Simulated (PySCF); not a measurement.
# One shape, several levels: AlNH4 (AlH2(NH2))

We compute a comparison of 6 runs (B3LYP/STO-6G, M06-2X/STO-6G, r2SCAN/STO-6G, wB97X-V/STO-6G, UMP2/STO-6G, CCSD(T)/STO-6G) of AlNH4 (AlH2(NH2)). The job is set up through a Python script.

The results are computed with PySCF 2.14.0.

2 further runs of the same task are left out: 2 set aside as unsound or not needed.

### Step 1. The system as given

AlNH4 has 6 atoms, charge 0, and is taken as a singlet. As SMILES, `[H][Al]([H])[NH2]`. The Al1–H2 distance was set to 1.849 Å, away from the relaxed value.

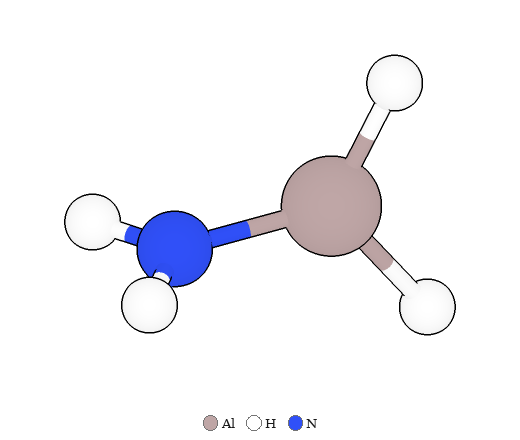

The structure, seen from a chosen angle (aluminium light grey, hydrogen white, nitrogen blue).

### Step 2. The energy at B3LYP/STO-6G (run 1)

File run.py:

```python
from pyscf import gto, dft

mol = gto.M(
    atom='''
Al       0.103213       0.700917      -0.003137
H        1.951140       0.754090       0.040220
H       -0.625547       2.059687      -0.027797
N       -0.785767      -0.835873      -0.013917
H       -1.111837      -1.346793      -0.826997
H       -1.071237      -1.376353       0.795493
''',
    max_memory=1860,
    verbose=4,
    spin=0,
    basis='sto-6g',
)

myscf = dft.RKS(mol)
myscf.xc = 'b3lyp'
myscf.conv_tol = 1e-10
myscf.grids.level = 5
myscf.kernel()
if not myscf.converged:
    myscf = myscf.newton().run(myscf.mo_coeff, myscf.mo_occ)

etot = myscf.e_tot
print('E = %.10f Eh' % etot)
```

Command:

```bash
OMP_NUM_THREADS=1 python run.py
```

Output:

```text
PySCF version 2.14.0

[... 72 lines left out ...]
converged SCF energy = -298.409768915512
E = -298.4097689155 Eh
```

It took 7.8 s on 1 thread of Intel Xeon Platinum 8259CL at 2.50GHz (Skylake/Cascade Lake), shared host; peak memory 0.2 GiB.

### Step 3. A single-point energy at M06-2X/STO-6G (run 2)

File run.py:

```python
from pyscf import gto, dft

mol = gto.M(
    atom='''
Al       0.103213       0.700917      -0.003137
H        1.951140       0.754090       0.040220
H       -0.625547       2.059687      -0.027797
N       -0.785767      -0.835873      -0.013917
H       -1.111837      -1.346793      -0.826997
H       -1.071237      -1.376353       0.795493
''',
    verbose=4,
    max_memory=1860,
    basis='sto-6g',
)

mf = dft.RKS(mol)
mf.xc = 'm06-2x'
mf.grids.level = 5
mf.conv_tol = 1e-10
mf.kernel()
if not mf.converged:
    mf = mf.newton().run(mf.mo_coeff, mf.mo_occ)

e_final = mf.e_tot
print('Final energy', e_final)
```

Command:

```bash
OMP_NUM_THREADS=1 python run.py
```

Output:

```text
PySCF version 2.14.0

[... 71 lines left out ...]
converged SCF energy = -298.334790068792
Final energy -298.33479006879196
```

Run time: 8.4 s. Hardware: 1 thread of Intel Xeon Platinum 8259CL at 2.50GHz (Skylake/Cascade Lake), shared host; peak memory 0.2 GiB.

### Step 4. The energy at r2SCAN/STO-6G (run 3)

File start.xyz:

```xyz
6

Al     0.103213     0.700917    -0.003137
H      1.951140     0.754090     0.040220
H     -0.625547     2.059687    -0.027797
N     -0.785767    -0.835873    -0.013917
H     -1.111837    -1.346793    -0.826997
H     -1.071237    -1.376353     0.795493
```

File job.py:

```python
from pyscf import gto, dft

molecule = gto.M(
    atom='start.xyz',
    basis='sto-6g',
    verbose=3,
    max_memory=1860,
    charge=0,
)

mf = dft.RKS(molecule)
mf.xc = 'r2scan'
mf.grids.level = 5
mf.conv_tol = 1e-10
mf.kernel()
if not mf.converged:
    mf = mf.newton().run(mf.mo_coeff, mf.mo_occ)

etot = mf.e_tot
print('Final energy', etot)
```

Command:

```bash
OMP_NUM_THREADS=1 python job.py
```

Output:

```text
converged SCF energy = -298.346862077019
Final energy -298.3468620770186
```

Run time: 8.1 s. Hardware: 1 thread of Intel Xeon Platinum 8259CL at 2.50GHz (Skylake/Cascade Lake), shared host; peak memory 0.2 GiB.

Runs 4 to 5 aren't shown in full; the table further down has their settings and results.

### Step 5. The energy at CCSD(T)/STO-6G (run 6)

File run.py:

```python
from pyscf import gto, cc

mol = gto.Mole()
mol.atom = '''
Al     0.195044     1.324541    -0.005928
H      3.687120     1.425024     0.076005
H     -1.182113     3.892244    -0.052529
N     -1.484884    -1.579571    -0.026299
H     -2.101067    -2.545070    -1.562798
H     -2.024345    -2.600930     1.503264
'''
mol.max_memory = 1860
mol.verbose = 3
mol.unit = 'bohr'
mol.basis = 'sto-6g'
mol.spin = 0
mol.charge = 0
mol.build()

mf = mol.RHF()
mf.conv_tol = 1e-10
mf.kernel()
if not mf.converged:
    mf = mf.newton().run(mf.mo_coeff, mf.mo_occ)

mycc = cc.CCSD(mf, frozen=6)
mycc.kernel()
e_t = mycc.ccsd_t()
e_tot = mycc.e_tot + e_t
print('E = %.10f Eh' % e_tot)
```

Command:

```bash
OMP_NUM_THREADS=1 python run.py
```

Output:

```text
converged SCF energy = -297.533963666493
E(CCSD) = -297.6391012676276  E_corr = -0.1051376011345064
CCSD(T) correction = -0.00123468977108274
E = -297.6403359574 Eh
```

It took 1.8 s on 1 thread of Intel Xeon Platinum 8259CL at 2.50GHz (Skylake/Cascade Lake), shared host; peak memory 0.12 GiB.

### Step 6. All runs side by side

```
run           level  nlc grid  integration grid  energy (Eh)  dipole moment (D) of the reference  HOMO energy (eV)  LUMO energy (eV)  wall time
  1    B3LYP/STO-6G         –                 5  -298.409769                                0.93             -2.38              3.88      7.8 s
  2   M06-2X/STO-6G         –                 5  -298.334790                                0.89             -4.23              5.16      8.4 s
  3   r2SCAN/STO-6G         –                 5  -298.346862                                1.00             -1.24              3.57      8.1 s
  4  wB97X-V/STO-6G         1                 5  -298.342927                                0.87             -5.12              6.76       54 s
  5     UMP2/STO-6G         –                 –  -297.610193                                0.76             -6.89              8.74      1.4 s
  6  CCSD(T)/STO-6G         –                 –  -297.640336                                0.76             -6.89              8.74      1.8 s
```

### Step 7. What came out

| quantity | value |
| --- | --- |
| run 6: total energy | -297.64034 Eh |
| run 6: dipole moment (Hartree–Fock density) | 0.76 D |
| run 6: HOMO energy (Hartree–Fock orbitals) | -6.89 eV |
| run 6: LUMO energy (Hartree–Fock orbitals) | 8.74 eV |
| run 6: HOMO–LUMO gap (Hartree–Fock orbitals) | 15.63 eV |
| run 6: correlation energy (6 core orbitals frozen) | -106.4 mEh |
| run 6: (T) correction | -1.23 mEh |
| run 6: T1 diagnostic | 0.009 |

**Reading.** Over runs 1, 2, 3, 4 the dipole moment (its size) runs from 0.87 D (wB97X-V/STO-6G) to 1.00 D (r2SCAN/STO-6G). Over runs 1, 2, 3, 4 the HOMO–LUMO gap runs from 4.81 eV (r2SCAN/STO-6G) to 11.88 eV (wB97X-V/STO-6G). Totals of different functionals can't be ranked against each other. In runs 1, 2, 3, 4, 5, 6 the basis is minimal, so the values are rough. All runs together took 81 s, the longest 54 s.
